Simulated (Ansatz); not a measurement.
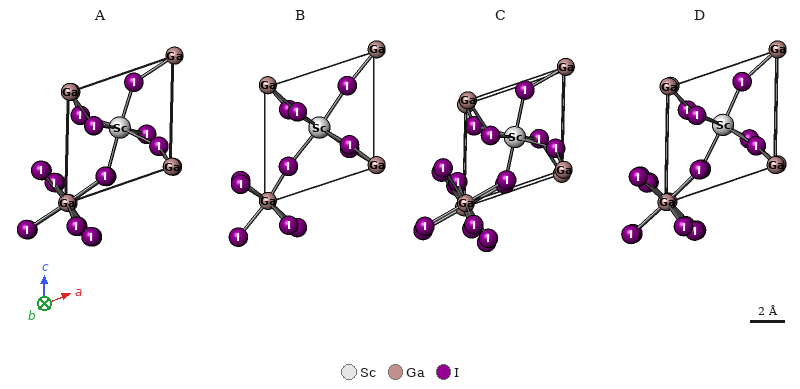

4 geometries from one relaxation of a crystal of ScGaI₆ (built on the MgZrF6-225 type type), in shuffled order. Style: ball-and-stick. Shown: the cell of the calculation, reduced to other axes, along the b axis. Lengths and directions refer to the drawn axes.

Case: shaken.

Theory: DFT, PBEsol, plane waves, PAW in Ansatz 0.2.0. (plane-wave cutoff 420 eV; k-point mesh 4 × 4 × 4; occupations fermi dirac; smearing width 0.05 eV; no spin polarisation; cell and atoms relaxed; force threshold 0.01 eV/Å; at most 120 steps)

**Order the frames from highest to lowest energy.**

B, D, A, C. They are steps 0, 4, 7, 13, at +2.576 eV per cell of the calculation, +0.927 eV per cell of the calculation, +0.261 eV per cell of the calculation relative to the last. The atom that moves furthest relative to the cell is an I atom (1.34 Å roughly along [1 0 −1]). By element the largest moves are I 1.34 Å, Ga 0.20 Å, Sc 0.12 Å. The drawn cell changes as follows: a 7.754 → 7.027 Å (−9.4 %), b 7.860 → 7.562 Å (−3.8 %), c 7.864 → 7.025 Å (−10.7 %), α 60.9° → 62.3°, β 61.8° → 60.0°, γ 61.4° → 62.3°; the volume changes by −21.9 %. Some distances before and after: I–I 3.496 → 3.993 Å, I–I 3.509 → 3.927 Å, Ga–I 2.390 → 2.798 Å, I–I 3.566 → 3.926 Å. Bond angles that change, for instance: Sc–I–Ga 177.4° → 131.7°, Sc–I–Ga 174.4° → 131.7°, Sc–I–Ga 171.8° → 131.7°. The space group (tolerance 0.01 Å) goes from P1 (No. 1) to R-3 (No. 148). The energy falls by 2.576 eV per cell of the calculation in 12 accepted moves (13 points after the start). Largest force component: 2.9 eV/Å at the start, 0.0039 eV/Å at the end. The pressure goes from 2.30 to −0.01 GPa. At 1 point the geometry stayed and the basis and grid were re-selected for the new cell (energy shift of 7.4 meV per cell of the calculation at most each time).
